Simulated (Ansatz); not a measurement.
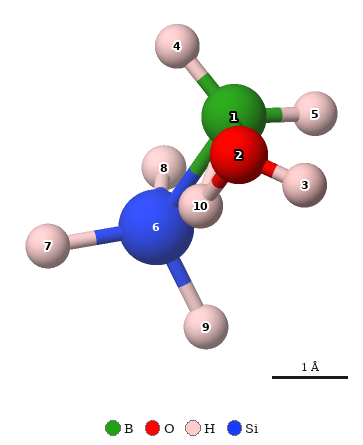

The structure (ball-and-stick view, seen at a tilt; atoms are numbered from 1 in the order of the input).

## BSiH7O: frequency calculation

BSiH7O, computed with RKS PBE-D4/def2-SVP (Ansatz 0.2.0).

It belongs to a series of runs on one base structure; here: vibrations at the highest image of the band. Figures and captions count atoms from 1; the log counts them from 0 in places.

**Log**
```
Engine: ansatz 0.2.0, x86_64-unknown-linux-gnu
Functional definition: PBE
  parameter kappa = 0.804
  parameter beta = 0.06672455060314922
  exchange = pbe_x(kappa = kappa, mu = beta*pi^2/3)
  correlation = pbe_c(beta = beta)
899 factors; their error is unknown
mean field evaluation 1: about -10696.3679 eV, gradient 4.4e1 eV
mean field evaluation 2: about -10684.1566 eV, gradient 9.0e1 eV
mean field evaluation 4: about -10700.9153 eV, gradient 4.8e0 eV
mean field evaluation 8: about -10700.9943 eV, gradient 5.7e-2 eV
mean field evaluation 16: about -10700.9443 eV, gradient 2.2e-5 eV
mean field -10700.94434017 eV, -393.2524511405 hartree, gradient 2.2e-5 eV, S^2 0.000000; 0 other end points of the search recorded, 0 dependent functions left out
the calculation of the forces begins
reference -10700.94437410 eV, -393.2524523875 hartree; 17, 17 occupied and 64, 64 virtual orbitals, 899 factors
these checks for a lower state are left out or cut short: stability, starts, cluster_reference, orbital_swaps, neighbouring_geometries, increment
899 factors; their error is unknown
mean field -10700.94422955 eV, -393.2524470755 hartree, gradient 2.3e-6 eV, S^2 0.000000; 0 other end points of the search recorded, 0 dependent functions left out
[... from here on the field's lines of each further geometry are left out, up to the last ...]
the calculation of the forces begins
reference -10700.94435089 eV, -393.2524515346 hartree; 17, 17 occupied and 64, 64 virtual orbitals, 899 factors
these checks for a lower state are left out or cut short: stability, starts, cluster_reference, orbital_swaps, neighbouring_geometries, increment
899 factors; their error is unknown
mean field -10700.94432287 eV, -393.2524505049 hartree, gradient 2.0e-6 eV, S^2 0.000000; 0 other end points of the search recorded, 0 dependent functions left out
the calculation of the forces begins
reference -10700.94435680 eV, -393.2524517519 hartree; 17, 17 occupied and 64, 64 virtual orbitals, 899 factors
WARN: phonons: modes at or below zero, which the zero-point energy, F, S and C_V leave out: 1, the lowest at -1144.34 cm⁻¹. A minimum has none, and a first-order saddle one
Total energy: -10701.09001970 eV, -393.2578047646 hartree
Atom 0 at     0.164790     0.230208     0.338051 Å, force     0.004181    -0.005908    -0.007588 eV/Å
Atom 1 at    -0.184498    -0.571030     1.679701 Å, force     0.001624    -0.001653     0.001545 eV/Å
Atom 2 at    -1.126773    -0.822539     1.622774 Å, force    -0.000848     0.001221     0.001067 eV/Å
Atom 3 at     1.342964     0.110976     0.060378 Å, force    -0.000847     0.000949     0.000999 eV/Å
Atom 4 at    -0.676942     0.109468    -0.536644 Å, force    -0.000556    -0.000667     0.000844 eV/Å
Atom 5 at     0.064382     2.357169     0.753899 Å, force     0.000775     0.006340     0.000313 eV/Å
Atom 6 at     1.063259     2.934043     1.723364 Å, force     0.000819    -0.000199     0.000267 eV/Å
Atom 7 at     0.458698     2.752560    -0.643255 Å, force    -0.000324    -0.000285     0.000643 eV/Å
Atom 8 at    -1.283162     2.966141     1.056914 Å, force    -0.000695     0.000643     0.000399 eV/Å
Atom 9 at    -0.210418     0.687707     1.617515 Å, force    -0.004130    -0.000441     0.001511 eV/Å
Dipole moment:    -0.363157    -0.081644     0.183092 e Å
Vibrations: -1144.34 143.47 268.02 344.11 428.04 474.34 505.40 689.23 747.14 825.13 846.88 889.59 913.29 1015.29 1063.43 1097.01 1196.88 1938.95 2140.45 2157.71 2168.15 2483.14 2584.39 3699.60 cm⁻¹, zero-point energy 1.774190 eV
```

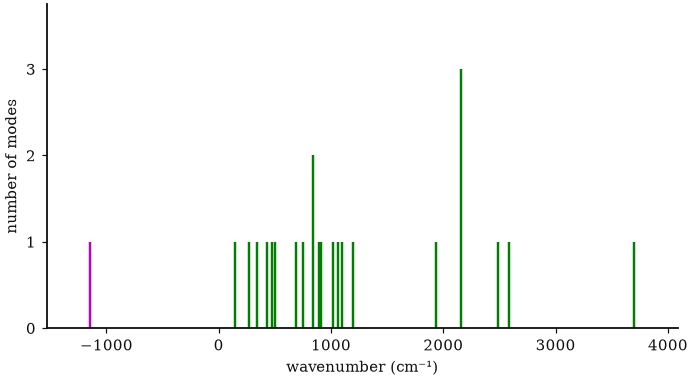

Harmonic vibrational wavenumbers from the force constants; neighbouring modes closer than 22 cm⁻¹ are counted in one stick, and imaginary ones are drawn at negative wavenumbers. 24 modes from 1144i to 3700 cm⁻¹, 1 imaginary beyond 8i (1144i cm⁻¹): a first-order saddle point, if the geometry is stationary.

The run was set up as follows.

**Input**
```yaml
crystal:
  periodic: [false, false, false]
  atoms:
    - { symbol: B, position_ang: [0.16479, 0.230208, 0.338051] }
    - { symbol: O, position_ang: [-0.184498, -0.57103, 1.679701] }
    - { symbol: H, position_ang: [-1.126773, -0.822539, 1.622774] }
    - { symbol: H, position_ang: [1.342964, 0.110976, 0.060378] }
    - { symbol: H, position_ang: [-0.676942, 0.109468, -0.536644] }
    - { symbol: Si, position_ang: [0.064382, 2.357169, 0.753899] }
    - { symbol: H, position_ang: [1.063259, 2.934043, 1.723364] }
    - { symbol: H, position_ang: [0.458698, 2.75256, -0.643255] }
    - { symbol: H, position_ang: [-1.283162, 2.966141, 1.056914] }
    - { symbol: H, position_ang: [-0.210418, 0.687707, 1.617515] }
basis:
  gaussian: { orbitals: def2-SVP }
hamiltonian:
  xc: pbe
  dispersion: d4
phonons: {}
```

Command:
```bash
ansatz run input.yaml --threads 1 --pin off --max-ram 2048MiB --backend cpu --events-out ev --progress --plain --runs-dir out
```

**Key numbers**

```tsv
quantity	value
outcome	converged
total energy	−10701.0900 eV
mean-field energy	−10700.9444 eV
largest force (length of the vector)	0.010 eV/Å
hardware	1 thread of Intel Xeon (Granite Rapids), 32 GiB of memory available, shared host
wall time	38 s
peak memory	0.13 GiB
```
